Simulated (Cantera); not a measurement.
Input: 1 mol SiCl₄, 0.16 mol HCl, 160 mol N₂, at 1498 K.

Cantera equilibrium calculation (NASA polynomials, part measured and part estimated; ideal gas, pure solids and liquids). Candidate condensed phases: NH₄Cl, Si, Si₃N₄; 28 gas species. The tables' values for SiCl₃ are old estimates; treat these amounts as uncertain. Kinetics and transport are ignored.

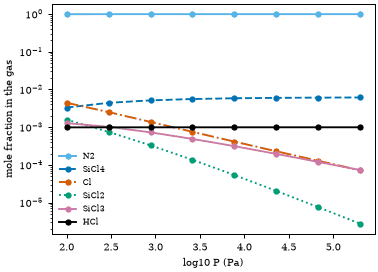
*Equilibrium gas composition (values under 1e-9 drawn at 1e-9)*

Task: Read off the mole fractions at 300 Pa.

Result: N₂ about 0.99, SiCl₄ about 0.0044, Cl about 0.0025, SiCl₃ about 0.0010, HCl about 0.00099, SiCl₂ about 0.00075.
